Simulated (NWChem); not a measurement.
# CH3NSn (SMILES N#[C][SnH3]) at 6 levels

Aim: a comparison of 6 runs (HF/def2-SVP, HF/def2-SVPD, PBE0/def2-SVP, B3LYP/3-21G, PBE/def2-SVP, CCSD/def2-SVP) of CH3NSn. 

The calculation is run with NWChem 7.3.0.

### Step 1. Starting point

CH3NSn has 6 atoms, charge 0, and is taken as a singlet. SMILES: `N#[C][SnH3]`. The coordinates come from a PBE0-D4/def2-TZVP relaxation.

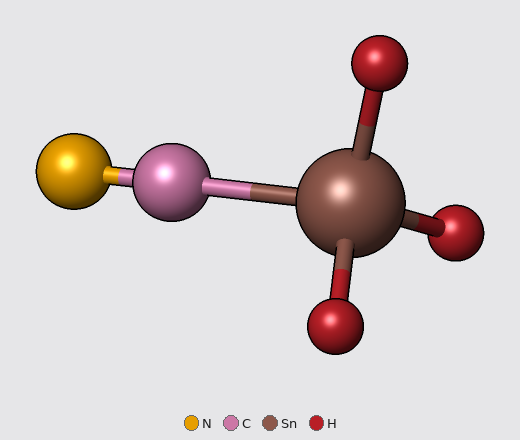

The structure, seen from a chosen angle (nitrogen amber, carbon pink, tin brown, hydrogen red).

### Step 2. Energy and forces at HF/def2-SVP (core potential) (run 1)

struct.nw reads:

```
start struct
title "CH3NSn gradient"
memory 2200 mb

geometry units angstroms noautosym nocenter noautoz
 N      2.057000    -0.924700     1.310700
 C      1.149600    -0.518100     0.728500
 Sn    -0.513900     0.221600    -0.342800
 H     -0.145000     1.830100    -0.731400
 H     -0.663700    -0.763700    -1.714300
 H     -1.841900     0.090700     0.703000
end

basis spherical bse
 N library def2-SVP
 C library def2-SVP
 Sn library def2-SVP
 H library def2-SVP
end

ecp bse
 Sn library def2-SVP
end

scf
 thresh 1e-08
 maxiter 80
end

task scf gradient
```

Launch:

```console
$ nwchem struct.nw > struct.out
```

The log of the run:

```text
[...]
  functions       =    69
[...]
  wavefunction    = RHF
[...]
         Total SCF energy =   -307.300035813516
      One-electron energy =   -709.629351653625
      Two-electron energy =    297.998704164146
 Nuclear repulsion energy =    104.330611675962
        Time for solution =      7.6s
[...]
                         RHF ENERGY GRADIENTS
    atom               coordinates                        gradient
                 x          y          z           x          y          z
   1 N       3.887166  -1.747430   2.476864    0.032699  -0.014707   0.020942
   2 C       2.172429  -0.979067   1.376665   -0.041070   0.018453  -0.026317
   3 Sn     -0.971130   0.418763  -0.647798    0.006842  -0.003058   0.004376
   4 H      -0.274010   3.458388  -1.382146    0.000238  -0.000757   0.000385
   5 H      -1.254211  -1.443184  -3.239557    0.000432   0.000194   0.000761
   6 H      -3.480686   0.171398   1.328477    0.000859  -0.000124  -0.000146
[...]
```

It took 11 s on 1 thread of AMD EPYC 9R14 (Zen 4), shared host; peak memory 0.099 GiB.

### Step 3. Energy and forces at HF/def2-SVPD (core potential) (run 2)

geom.nw reads:

```
START geom
TITLE "CH3NSn gradient"
memory stack 880 mb heap 220 mb global 1100 mb

GEOMETRY noautosym nocenter noautoz
N     2.057000   -0.924700    1.310700
C     1.149600   -0.518100    0.728500
Sn   -0.513900    0.221600   -0.342800
H    -0.145000    1.830100   -0.731400
H    -0.663700   -0.763700   -1.714300
H    -1.841900    0.090700    0.703000
END

BASIS spherical bse
* library def2-SVPD
END

ECP bse
Sn library def2-SVPD
END

SCF
singlet
rhf
thresh 1e-08
maxiter 80
END

TASK scf gradient
```

Launch:

```console
$ nwchem geom.nw > geom.out
```

The log of the run:

```text
[...]
  functions       =    96
[...]
  wavefunction    = RHF
[...]
         Total SCF energy =   -307.303832734654
      One-electron energy =   -709.544338734750
      Two-electron energy =    297.909894324134
 Nuclear repulsion energy =    104.330611675962
        Time for solution =     14.9s
[...]
                         RHF ENERGY GRADIENTS
    atom               coordinates                        gradient
                 x          y          z           x          y          z
   1 N       3.887166  -1.747430   2.476864    0.033246  -0.014947   0.021297
   2 C       2.172429  -0.979067   1.376665   -0.042166   0.018933  -0.027028
   3 Sn     -0.971130   0.418763  -0.647798    0.007616  -0.003398   0.004878
   4 H      -0.274010   3.458388  -1.382146    0.000106  -0.000837   0.000348
   5 H      -1.254211  -1.443184  -3.239557    0.000340   0.000316   0.000801
   6 H      -3.480686   0.171398   1.328477    0.000859  -0.000068  -0.000295
[...]
```

Wall time 22 s (1 thread of AMD EPYC 9R14 (Zen 4), shared host); peak memory 0.1 GiB.

### Step 4. Energy and forces at PBE0/def2-SVP (core potential) (run 3)

ch3nsn.nw reads:

```
echo
START ch3nsn
TITLE "CH3NSn"
memory total 2200 mb
charge 0

GEOMETRY noautosym nocenter noautoz
 N     2.057000   -0.924700    1.310700
 C     1.149600   -0.518100    0.728500
 Sn   -0.513900    0.221600   -0.342800
 H    -0.145000    1.830100   -0.731400
 H    -0.663700   -0.763700   -1.714300
 H    -1.841900    0.090700    0.703000
END

BASIS spherical bse
 * library def2-SVP
END

ECP bse
 Sn library def2-SVP
END

DFT
 xc pbe0
 mult 1
 grid xfine
 convergence energy 1e-08
 iterations 100
 mulliken
 print low
END

TASK dft gradient
```

Launch:

```console
$ nwchem ch3nsn.nw > ch3nsn.out
```

The log of the run:

```text
[...]
 d= 0,ls=0.0,diis     1   -308.6492158949 -4.13D+02  1.79D-02  4.59D-01     1.9
[...]
 d= 0,ls=0.0,diis    10   -308.7239046453 -2.59D-09  1.78D-07  9.86D-11    14.5
         Total DFT energy =     -308.723904645253
      One electron energy =     -710.245931770243
           Coulomb energy =      328.475647334396
    Exchange-Corr. energy =      -31.284231885368
 Nuclear repulsion energy =      104.330611675962
[...]
      Total Density - Mulliken Population Analysis
     ---------------------------------------------
    Atom       Charge   Shell Charges
 -----------   ------   -------------------------------------------------------
    1 N    7     7.04   1.99  1.09  0.57  2.20  1.15  0.03
    2 C    6     6.26   1.99  0.96  0.40  1.97  0.91  0.04
    3 Sn  22    21.54   0.42  1.60  1.08  0.19  2.77  3.24  1.60  0.52  9.71  0.42
    4 H    1     1.05   0.68  0.37  0.01
    5 H    1     1.05   0.68  0.37  0.01
    6 H    1     1.05   0.68  0.37  0.01
[...]
                         DFT ENERGY GRADIENTS
    atom               coordinates                        gradient
                 x          y          z           x          y          z
   1 N       3.887166  -1.747430   2.476864   -0.015694   0.006984  -0.010103
   2 C       2.172429  -0.979067   1.376665    0.012966  -0.005750   0.008360
   3 Sn     -0.971130   0.418763  -0.647798    0.001165  -0.000535   0.000722
   4 H      -0.274010   3.458388  -1.382146   -0.000341  -0.001917   0.000512
   5 H      -1.254211  -1.443184  -3.239557    0.000266   0.001110   0.001673
   6 H      -3.480686   0.171398   1.328477    0.001637   0.000108  -0.001165
 Task  times  cpu:       18.4s     wall:       18.4s
 Total times  cpu:       18.4s     wall:       18.4s
```

Run time: 19 s. Hardware: 1 thread of AMD EPYC 9R14 (Zen 4), shared host; peak memory 0.14 GiB.

Runs 4 to 5 aren't shown in full; the table further down has their settings and results.

### Step 5. The energy at CCSD/def2-SVP (core potential) (run 6)

mol.nw reads:

```
start mol
memory 2200 mb

geometry units angstrom noautosym nocenter noautoz
N        2.057000      -0.924700       1.310700
C        1.149600      -0.518100       0.728500
Sn      -0.513900       0.221600      -0.342800
H       -0.145000       1.830100      -0.731400
H       -0.663700      -0.763700      -1.714300
H       -1.841900       0.090700       0.703000
end

basis "ao basis" spherical bse
N library def2-SVP
C library def2-SVP
Sn library def2-SVP
H library def2-SVP
end

ecp bse
Sn library def2-SVP
end

scf
thresh 1e-08
maxiter 80
end

ccsd
freeze core 6
maxiter 60
end

task ccsd energy
```

Launch:

```console
$ nwchem mol.nw > mol.out
```

The log of the run:

```text
[...]
  functions       =    69
[...]
  wavefunction    = RHF
[...]
         Total SCF energy =   -307.300035813516
      One-electron energy =   -709.629351653625
      Two-electron energy =    297.998704164146
 Nuclear repulsion energy =    104.330611675962
        Time for solution =      7.6s
[...]
 Total MP2 energy:           -307.694605345514788
[...]
             energy      energy      error      ampl     ampl      Block
                                                time     time      time
[...]
 Total CCSD energy:           -307.720965417788420
[...]
```

Run time: 36 s. Hardware: 1 thread of AMD EPYC 9R14 (Zen 4), shared host; peak memory 0.17 GiB.

### Step 6. Overview of the runs

```csv
run,level,core potential,iteration cap,energy (Eh),dipole moment (D),HOMO energy (eV),LUMO energy (eV),wall time
1,HF/def2-SVP (core potential),def2-SVP,80,-307.300036,4.41,-12.50,2.63,11 s
2,HF/def2-SVPD (core potential),def2-SVPD,80,-307.303833,4.51,-12.57,1.40,22 s
3,PBE0/def2-SVP (core potential),def2-SVP,100,-308.723905,–,–,–,19 s
4,B3LYP/3-21G,–,100,-6092.941813,3.78,-9.09,0.01,11 s
5,PBE/def2-SVP (core potential),def2-SVP,100,-308.709338,3.93,-8.00,-1.00,21 s
6,CCSD/def2-SVP (core potential),def2-SVP,80,-307.720965,–,-12.50,2.63,36 s
```

### Step 7. Results

| quantity | value |
| --- | --- |
| run 6: total energy | -307.72097 Eh |
| run 6: HOMO energy (Hartree–Fock orbitals) | -12.50 eV |
| run 6: LUMO energy (Hartree–Fock orbitals) | 2.63 eV |
| run 6: HOMO–LUMO gap (Hartree–Fock orbitals) | 15.13 eV |
| run 6: correlation energy (6 core orbitals frozen) | -420.9 mEh |

What this shows: Over runs 1, 2, 4, 5 the dipole moment (its size) runs from 3.78 D (B3LYP/3-21G) to 4.51 D (HF/def2-SVPD). The two ends differ in method and basis and core potential. Over runs 1, 2, 4, 5 the HOMO–LUMO gap runs from 7.00 eV (PBE/def2-SVP) to 15.13 eV (HF/def2-SVP). Exact exchange widens orbital gaps. Totals of different functionals can't be ranked against each other. Some runs of one species differ in core potentials or relativity; totals across that change don't compare. In run 4 relativity is left out where basis or elements ask for it. All runs together took 2 min, the longest 36 s.
